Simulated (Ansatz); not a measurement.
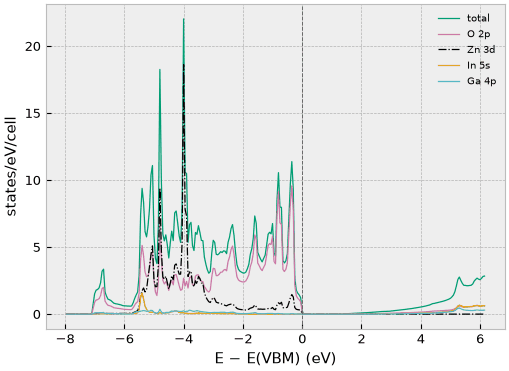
*Total and projected density of states of ZnInGaO4 in space group R3m (No. 160; Pearson symbol hR7), DFT-PBEsol in the program Ansatz with PAW potentials*

Which orbitals carry the states next to the gap?

Top 1 eV of the valence band: O 2p 84 %, Zn 3d 11 %. Bottom 1 eV of the conduction band: O 2s 26 %, In 5s 19 %, Ga 4s 18 %, O 2p 17 %, Zn 4s 13 %. Projections are on Löwdin-orthogonalised atomic valence shells; empty p or d shells of many metals are not among them.

Where is the tallest occupied peak in this window, and what makes it?

Near -4.0 eV, about 22 states/eV per cell; the largest projected share is Zn 3d.

The PBEsol relaxation kept the symmetry of its start. Scalar-relativistic: spin–orbit coupling is off unless named, which matters more the heavier the elements.

Potentials: the later of the program's two PAW sets.
